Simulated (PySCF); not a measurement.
# C5H2F4: magnetic properties

What do calculations give for the magnetic properties of C5H2F4 (`C#C/C=C(/F)C(F)(F)F`)?

Programs: PySCF 2.14.0, with routines of our own; each step states its level. All values are computed. Atoms count from 0.

## 1. The starting structure

11 atoms, charge 0, multiplicity 1; geometry from: GFN2-xTB.

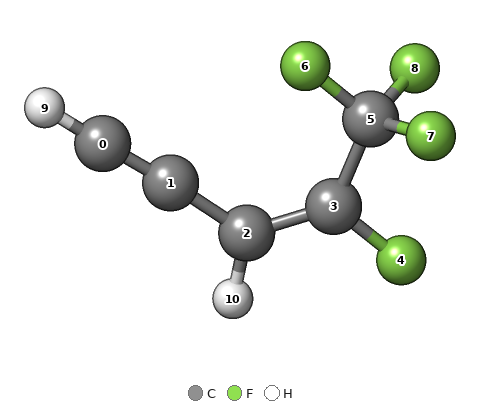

The starting geometry (carbon grey, fluorine green, hydrogen white).

## 2. Magnetic properties: GIAO B3LYP/pcSseg-1

Job settings and geometry (Å):

```
{"job": {"kind": "mag", "xc": "B3LYP", "basis": "pcSseg-1", "isotopologues": 0}, "charge": 0, "multiplicity": 1}
C      2.566495    -0.362456     0.201220
C      1.564304     0.171322    -0.190510
C      0.439918     0.846660    -0.689708
C     -0.827580     0.547671    -0.410950
F     -1.829338     1.265525    -0.949203
C     -1.353091    -0.552022     0.480882
F     -0.379494    -1.245697     1.076942
F     -2.136114    -0.065100     1.454516
F     -2.095872    -1.435663    -0.203489
H      3.425306    -0.846812     0.559609
H      0.630890     1.679242    -1.355272
```

Method: GIAO B3LYP/pcSseg-1 magnetisability, rotational g tensor and spin-rotation constants, non-relativistic, gas phase.

The run is started by

```console
> OMP_NUM_THREADS=1 python excited_run.py task.json out
```

The driver reads the jobs from task.json and runs them one after another.

Standard output:

```text
coarse grid: 11016 points
cycle   1  E = -590.6730290935  dE =  1.592e+00  |g| = 1.090e+00  |ddm| = 3.423e+00
cycle   2  E = -590.2435179182  dE =  4.295e-01  |g| = 1.922e+00  |ddm| = 1.913e+00
cycle   3  E = -590.8714244133  dE = -6.279e-01  |g| = 1.979e-01  |ddm| = 1.284e+00
cycle   4  E = -590.8767708287  dE = -5.346e-03  |g| = 1.441e-01  |ddm| = 2.590e-01
cycle   5  E = -590.8817197366  dE = -4.949e-03  |g| = 4.187e-02  |ddm| = 1.124e-01
cycle   6  E = -590.8820918706  dE = -3.721e-04  |g| = 1.321e-02  |ddm| = 3.573e-02
cycle   7  E = -590.8821308033  dE = -3.893e-05  |g| = 3.217e-03  |ddm| = 1.220e-02
cycle   8  E = -590.8821332798  dE = -2.477e-06  |g| = 8.103e-04  |ddm| = 3.510e-03
final grid: 113200 points
cycle   9  E = -590.9679621933  dE = -3.538e-05  |g| = 7.374e-03  |ddm| = 3.299e-02
cycle  10  E = -590.9679497934  dE =  1.240e-05  |g| = 1.171e-02  |ddm| = 1.283e-02
cycle  11  E = -590.9679708105  dE = -2.102e-05  |g| = 1.114e-03  |ddm| = 8.229e-03
cycle  12  E = -590.9679710161  dE = -2.056e-07  |g| = 5.079e-04  |ddm| = 1.113e-03
cycle  13  E = -590.9679710743  dE = -5.814e-08  |g| = 1.671e-04  |ddm| = 4.186e-04
cycle  14  E = -590.9679710804  dE = -6.175e-09  |g| = 3.821e-05  |ddm| = 1.277e-04
cycle  15  E = -590.9679710807  dE = -2.037e-10  |g| = 1.165e-05  |ddm| = 3.419e-05
converged SCF energy = -590.9679710807

Magnetisability tensor (1e-30 J/T^2)
    -1070.58       28.11      -23.45
       28.11    -1031.86      -48.25
      -23.45      -48.25    -1052.14
isotropic -1051.53   principal values   -1091.33  -1085.05   -978.19
isotropic susceptibility -63.324 1e-6 cm^3/mol

Inertial axes            a          b          c
rot. const./GHz      2.4442     1.3379     1.0177
chi total           -63.919    -60.334    -65.721
chi diamagnetic    -519.448   -906.537  -1160.141
chi paramagnetic    455.529    846.203   1094.420
quadrupole/D A        3.656      0.755     -4.411
g nuclear            0.4977     0.5168     0.5158
g electronic        -0.5231    -0.5319    -0.5233
g total             -0.0254    -0.0151    -0.0075

Spin-rotation constants (kHz, H = +C I.J)
atom  isotope        aa         bb         cc
  4    19F        3.095      1.852      0.556
  6    19F        3.366      1.516      1.263
  7    19F        2.801      2.160      1.119
  8    19F        2.902      2.147      1.127
  9     1H       -0.058     -0.067     -0.120
 10     1H       -0.221      0.095     -0.117
  0    13C*       0.583      0.322      0.344
  1    13C*       0.370      0.273      0.361
  2    13C*       0.715      0.545      0.142
  3    13C*       0.859      0.719      0.260
  5    13C*       0.765      0.438      0.310
* in the singly substituted isotopologue
```

Run time: 20 s. Hardware: 1 thread of AMD EPYC 9R14, shared host; peak memory 0.74 GiB.

Key values:

| quantity | value |
| --- | --- |
| magnetisability | -1052·10⁻³⁰ J/T² |
| molar susceptibility | -63.3·10⁻⁶ cm³/mol |
| rotational g (a, b, c) | -0.0254, -0.0151, -0.0075 |

The fields below are evaluated on a grid from the run's orbitals.

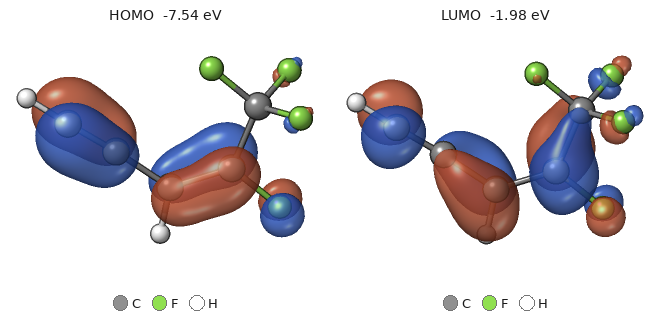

Frontier orbitals at B3LYP/pcSseg-1; each surface holds 70 % of the orbital's density, blue and red mark the sign.

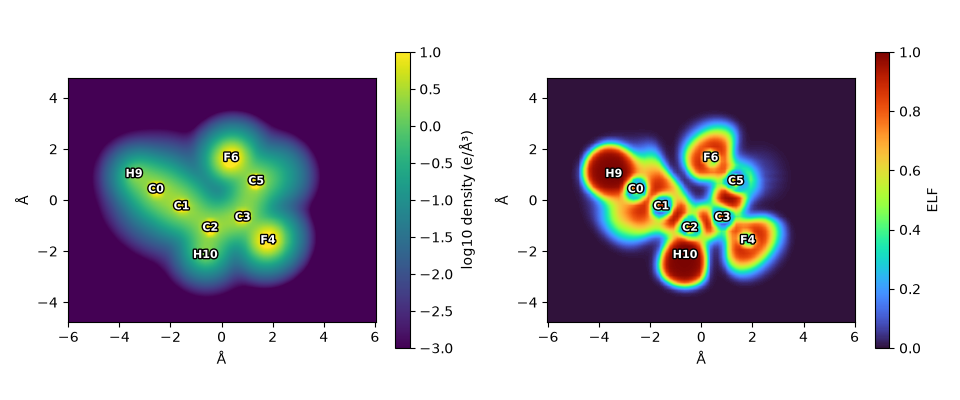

Density (left) and ELF (right) in a plane through or near 9 of the atoms.

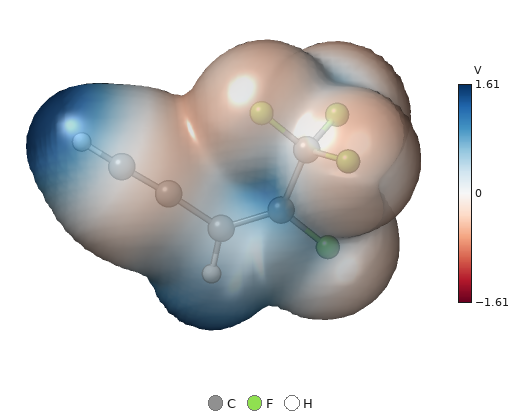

The potential that a unit positive charge feels on the 0.002 e/bohr³ surface, from -0.49 V near F6 to 1.61 V near H9.

## 3. Magnetic properties: GIAO HCTH407/pcSseg-0 in chloroform, grid 1

Settings changed since step 2:

```diff
@@ -1,2 +1,2 @@
-{"job": {"kind": "mag", "xc": "B3LYP", "basis": "pcSseg-1", "isotopologues": 0}, "charge": 0, "multiplicity": 1}
+{"job": {"kind": "mag", "xc": "HCTH407", "basis": "pcSseg-0", "grid": 1, "solvent": "chloroform"}, "charge": 0, "multiplicity": 1}
 C      2.566495    -0.362456     0.201220
```

Level: GIAO HCTH407/pcSseg-0 magnetisability, non-relativistic, IEF-PCM chloroform.

Standard output:

```text
final grid: 52048 points
cycle   1  E = -589.3002555291  dE =  1.461e+00  |g| = 1.035e+00  |ddm| = 3.988e+00
cycle   2  E = -588.5943593532  dE =  7.059e-01  |g| = 2.195e+00  |ddm| = 3.060e+00
cycle   3  E = -589.5111207230  dE = -9.168e-01  |g| = 2.159e-01  |ddm| = 2.114e+00
cycle   4  E = -589.5147685425  dE = -3.648e-03  |g| = 1.741e-01  |ddm| = 3.766e-01
cycle   5  E = -589.5227398242  dE = -7.971e-03  |g| = 4.834e-02  |ddm| = 1.774e-01
cycle   6  E = -589.5232251434  dE = -4.853e-04  |g| = 1.920e-02  |ddm| = 5.801e-02
cycle   7  E = -589.5233214148  dE = -9.627e-05  |g| = 3.151e-03  |ddm| = 2.226e-02
cycle   8  E = -589.5233235166  dE = -2.102e-06  |g| = 1.024e-03  |ddm| = 3.878e-03
cycle   9  E = -589.5233236937  dE = -1.770e-07  |g| = 3.303e-04  |ddm| = 1.068e-03
cycle  10  E = -589.5233237096  dE = -1.591e-08  |g| = 7.323e-05  |ddm| = 3.498e-04
cycle  11  E = -589.5233237109  dE = -1.347e-09  |g| = 1.871e-05  |ddm| = 9.550e-05
cycle  12  E = -589.5233237110  dE = -9.459e-11  |g| = 3.116e-06  |ddm| = 2.739e-05
converged SCF energy = -589.5233237110

Magnetisability tensor (1e-30 J/T^2)
    -1045.85       15.39      -13.87
       15.39    -1024.16      -43.80
      -13.87      -43.80    -1043.11
isotropic -1037.71   principal values   -1078.49  -1052.52   -982.10
isotropic susceptibility -62.492 1e-6 cm^3/mol

Inertial axes            a          b          c
rot. const./GHz      2.4442     1.3379     1.0177
chi total           -62.659    -59.870    -64.948
chi diamagnetic    -518.967   -905.543  -1159.054
chi paramagnetic    456.308    845.673   1094.106
quadrupole/D A        4.288      0.518     -4.806
```

Wall time 4.2 s (1 thread of AMD EPYC 9R14, shared host); peak memory 0.54 GiB.

In short:

| quantity | value |
| --- | --- |
| magnetisability | -1038·10⁻³⁰ J/T² |
| molar susceptibility | -62.5·10⁻⁶ cm³/mol |

## 4. Results

```
                                            quantity                      value
       magnetisability (step 2, GIAO B3LYP/pcSseg-1)           -1052·10⁻³⁰ J/T²
  molar susceptibility (step 2, GIAO B3LYP/pcSseg-1)         -63.3·10⁻⁶ cm³/mol
rotational g (a, b, c) (step 2, GIAO B3LYP/pcSseg-1)  -0.0254, -0.0151, -0.0075
               surface potential, least and greatest         -0.49 V and 1.61 V
```

At B3LYP/pcSseg-1, counted by nearest atom on the grid, the HOMO lies on C0 30 %; C3 23 %, the LUMO on C3 30 %; C2 21 %. Vibrational averaging and real surroundings are missing from these values.
